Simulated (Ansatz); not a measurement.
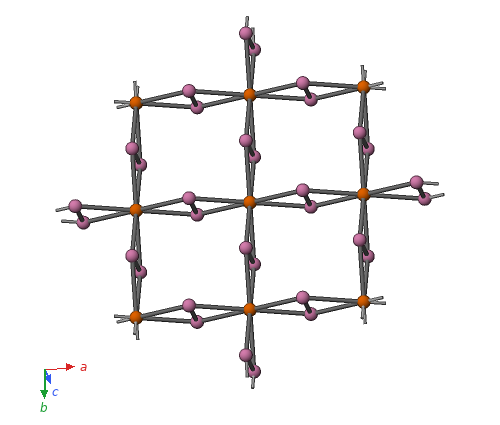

The picture shows a finite piece of the underlying net of a crystal structure, nodes on the atoms' positions. Nodes are coloured by topological kind. One layer is drawn. Edges to nodes outside the piece are drawn as stubs.

What net is this?

A binodal (3,8)-connected, two-periodic (layers) net.

Give point symbol and coordination sequence of each kind of node.

3-connected node: 3²·4, sequence 3, 12, 6, 32, 10; 8-connected node: 3⁴·8¹⁶·12⁸, sequence 8, 4, 24, 8, 40.

The net was derived as follows. System SrMgB5 (space group P4/mmm, No. 123); source of the atomic positions: coordinates from a relaxation with Ansatz 0.2.0, DFT PBE, scalar-relativistic, plane waves, PAW; the starting structure was generated, so it need not be a known form of this composition. Bonds are taken as B–B below 1.8 Å and B–Mg below 2.6 Å; Sr is left out of the net, as the electropositive filling of the structure; no other contact counts. Atoms with one bond or none are removed and atoms with two bonds are replaced by edges, until no such atom is left. B(4i) is a 3-connected node; Mg is an 8-connected node, in the ratio 4:1. B(1c) drops out.
